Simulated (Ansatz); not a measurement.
System: CuF₃, space group Pm-3m (No. 221) (cell built by us, not taken from a database).

Structure:
```yaml
crystal:
  lattice:
    - [3.78915, 0.00000, 0.00000]
    - [0.00000, 3.78915, 0.00000]
    - [0.00000, 0.00000, 3.78915]
  atoms:
    - { symbol: Cu, position: [0.00000, 0.00000, 0.00000] }
    - { symbol: F, position: [0.50000, 0.00000, 0.00000] }
    - { symbol: F, position: [0.00000, 0.00000, 0.50000] }
    - { symbol: F, position: [0.00000, 0.50000, 0.00000] }
```

Computed with Ansatz 0.2.0: plane-wave density functional theory, PAW datasets, Gaussian smearing 0.05 eV: magnetic starts at the geometry given; energies counted from the first row's state on a like mesh; signs (u up, d down) over the magnetic atoms in order; propagation vectors in reciprocal vectors of the given cell. Level: PBE, collinear spin.

```
            setting     value
            PAW set    soft_2
        wave cutoff    420 eV
k mesh of first row  10×10×10
```

Key: 1 = ferromagnetic (signs u); 2 = no spin polarisation; 3 = antiferromagnetic, doubled cell, propagation vector 0, 0, 1/2 (signs ud); 4 = antiferromagnetic, doubled cell, propagation vector 0, 1/2, 1/2 (signs ud); 5 = antiferromagnetic, doubled cell, propagation vector 1/2, 1/2, 1/2 (signs ud); 6 = small parallel starting moments (signs u).

Predict the energy relative to the first start of each magnetic start.

Among these starts the lowest is no. 5, at −13.53 meV/atom; the next, no. 4, is 13.24 meV/atom higher. In rising order: no. 5 (−13.53), no. 4 (−0.29), no. 1 (0.00), no. 3 (0.00), no. 6 (0.00), no. 2 (0.51), in meV/atom. The largest moment, in μB, is 0.111 for no. 1, 0.000 for no. 2, 0.111 for no. 3, 0.323 for no. 4, 0.705 for no. 5 and 0.111 for no. 6. The pressure, in GPa, is 0.01 for no. 1, −0.02 for no. 2, 0.01 for no. 3, 0.10 for no. 4, 0.05 for no. 5 and 0.01 for no. 6.

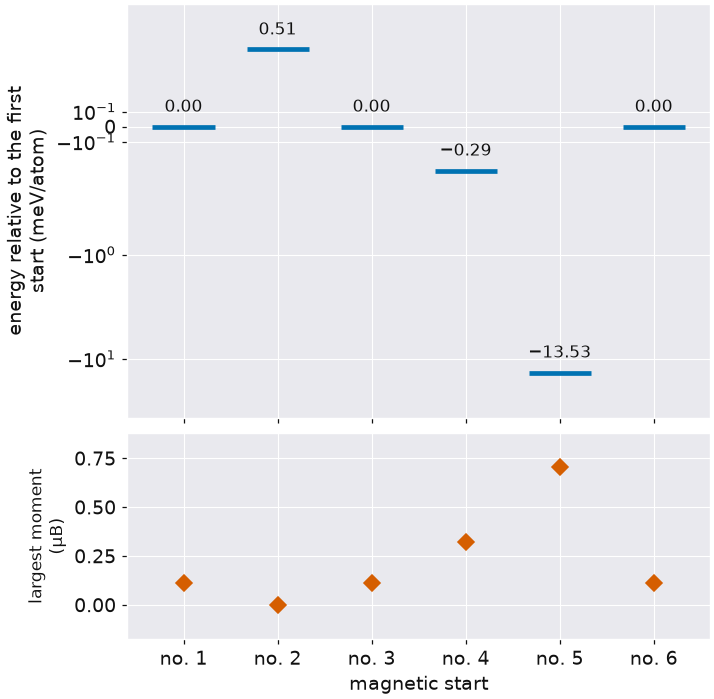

The energy axis is linear near zero and logarithmic beyond.
